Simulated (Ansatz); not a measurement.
# H2O2 (hydrogen peroxide): BHLYP/STO-3G

Aim: the electronic atomisation energy of H2O2 (hydrogen peroxide) at BHLYP/STO-3G, from 3 runs. 

The results are computed with Ansatz 0.2.0.

36 further runs of the same task are left out: 9 that didn't finish, 27 set aside as unsound or not needed.

### 1 Starting point

H2O2: 4 atoms, total charge 0, spin state singlet. As SMILES, `OO`. The coordinates come from a PBE0-D4/def2-TZVP relaxation.

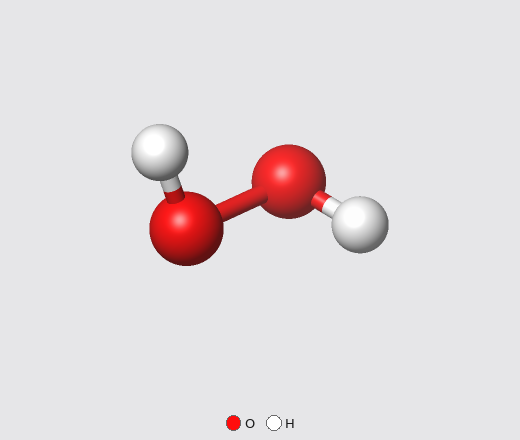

Viewed from a chosen angle; oxygen red, hydrogen white.

### 2 The energy at BHLYP/STO-3G

Contents of run.yaml:

```yaml
crystal:
  periodic: [false, false, false]
  atoms:
    - {symbol: O, position_ang: [-0.486800, -0.581100, 0.030600]}
    - {symbol: O, position_ang: [0.048300, 0.728400, 0.206900]}
    - {symbol: H, position_ang: [0.186400, -1.117000, 0.467400]}
    - {symbol: H, position_ang: [0.252100, 0.969800, -0.704900]}
basis:
  gaussian:
    orbitals: STO-3G
hamiltonian:
  xc: {name: BHLYP}
accuracy: high
magnetization:
  spin_polarized: false
```

On the command line:

```bash
$ ansatz run run.yaml --threads 1 --pin off --max-ram 2610MiB --events-out events.jsonl --progress --plain --runs-dir runs
```

Standard output:

```text
Warning: RAYON_NUM_THREADS=1 ignored (pool sized by the plan → 1); use --threads N
Functional definition: BHLYP
  name "BHLYP"
  parameter a = 0.5
  exchange = (1 - a)*b88_x + a*exact_x
  correlation = lyp_c
188 factors; integrals over basis functions are off by at most 3.5e-8 eV
mean field evaluation 1: about -4064.6010 eV, gradient 1.1e1 eV
mean field evaluation 2: about -4065.0531 eV, gradient 2.1e0 eV
mean field evaluation 4: about -4065.0677 eV, gradient 2.1e-1 eV
mean field evaluation 8: about -4065.1198 eV, gradient 1.0e-3 eV
mean field evaluation 16: about -4065.1197 eV, gradient 4.6e-8 eV
mean field -4065.11974903 eV, -149.3903953398 hartree, gradient 4.6e-8 eV, S^2 0.000000; 0 other end points of the search recorded, 0 dependent functions left out
reference -4065.11976332 eV, -149.3903958648 hartree; 9, 9 occupied and 3, 3 virtual orbitals, 188 factors
Total energy: -4065.11976332 eV, -149.3903958648 hartree
```

Run time: 0.42 s. Hardware: 1 thread of Arm Neoverse V2, shared host.

### 3 The H atom at the same level

Contents of molecule.yaml:

```yaml
crystal:
  periodic: [false, false, false]
  atoms:
    - {symbol: H, position_ang: [0.000000, 0.000000, 0.000000]}
basis:
  gaussian: {orbitals: STO-3G}
total_charge: 0
magnetization: {spin_polarized: true, initial_magnetization: 1}
hamiltonian: {xc: {name: BHLYP}}
accuracy: high
```

Run the same way, it converges to -0.46466 Eh (log not shown).

### 4 The O atom

Contents of input.yaml:

```yaml
crystal:
  periodic: [false, false, false]
  atoms:
    - {symbol: O, position_ang: [0.000000, 0.000000, 0.000000]}
basis:
  gaussian:
    orbitals: STO-3G
magnetization:
  spin_polarized: true
  initial_magnetization: 2
hamiltonian:
  xc: {name: BHLYP}
accuracy: high
```

Run the same way, it converges to -74.03523 Eh (log not shown).

### 5 Summary of results

Level: BHLYP/STO-3G.

| quantity | value |
| --- | --- |
| molecule: total energy | -149.39040 Eh |
| H atom: total energy | -0.46466 Eh |
| H atom: ⟨S²⟩ | 0.750 |
| O atom: total energy | -74.03523 Eh |
| O atom: ⟨S²⟩ | 2.000 |
| electronic atomisation energy | 10.629 eV |

**Reading.** Taking the molecule apart into free atoms costs 10.63 eV (245 kcal/mol), before zero-point energy and without spin-orbit coupling. In a minimal basis such a difference can be off by several eV, whatever the method.
